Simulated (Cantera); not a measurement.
Input: 1 mol CuO, 210 mol H2, equilibrated at 0.140 bar.

Equilibrium computed with Cantera from the NASA thermochemical tables; the gas is ideal and each condensed phase is pure. Candidate condensed phases: Cu, CuO, Cu(OH)2, Cu2O, H2O; 12 gas species. Equilibrium is a limit: real reactors are often held back by kinetics, nucleation or transport.

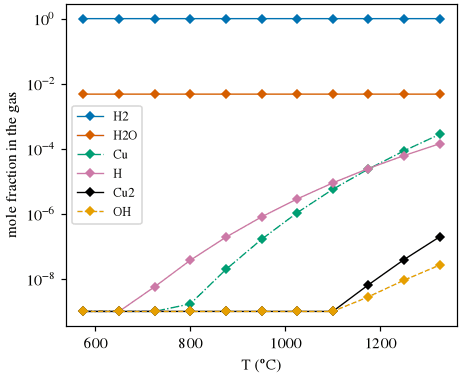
Figure: Equilibrium gas composition (values under 1e-9 drawn at 1e-9)

From 575 °C to 1025 °C the condensed part is Cu(s). From 1100 °C to 1325 °C the condensed part is Cu(l).
